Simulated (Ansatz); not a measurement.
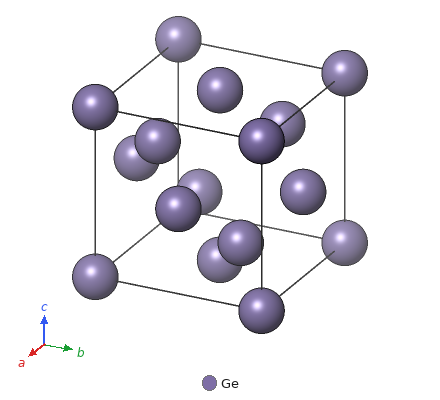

Ge (Fd-3m, No. 227): the geometry given to an electronic-structure calculation, possibly off equilibrium.

```cif
data_structure
_symmetry_space_group_name_H-M 'P 1'
_symmetry_Int_Tables_number 1
_cell_length_a 5.6758
_cell_length_b 5.6758
_cell_length_c 5.6758
_cell_angle_alpha 90.000
_cell_angle_beta 90.000
_cell_angle_gamma 90.000
_cell_volume 182.84
loop_
_atom_site_label
_atom_site_type_symbol
_atom_site_fract_x
_atom_site_fract_y
_atom_site_fract_z
_atom_site_occupancy
Ge1 Ge 0.50000 0.00000 0.50000 1
Ge2 Ge 0.25000 0.25000 0.25000 1
Ge3 Ge 0.50000 0.50000 0.00000 1
Ge4 Ge 0.25000 0.75000 0.75000 1
Ge5 Ge 0.00000 0.00000 0.00000 1
Ge6 Ge 0.75000 0.25000 0.75000 1
Ge7 Ge 0.00000 0.50000 0.50000 1
Ge8 Ge 0.75000 0.75000 0.25000 1
```

### What will a HAADF-like image along [211] show? The image is simulated as a sum over atoms of Z^1.7, blurred by a 0.50 Å probe (no channelling). The probe carries 15 % of its weight in a tail 2.5 times as wide. The speckle of an amorphous layer was added.

The columns repeat on a rectangular net of 2.01 × 3.28 Å (plane group p2mm). All columns are alike (Ge). The shortest distance between visible columns is 0.82 Å in projection. Along the beam the structure repeats every 6.95 Å.

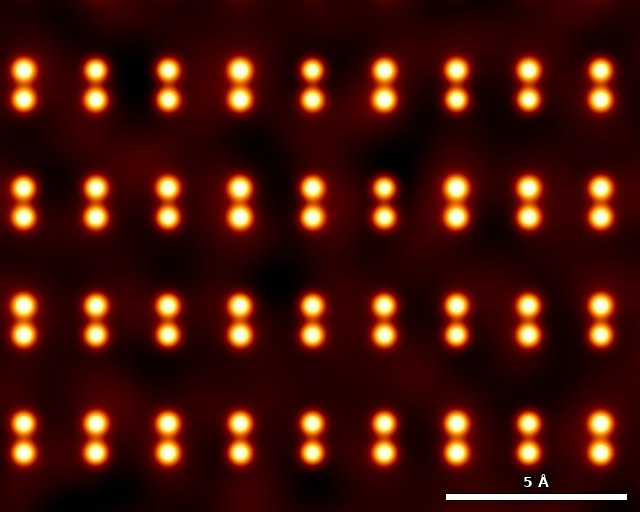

The simulated image.
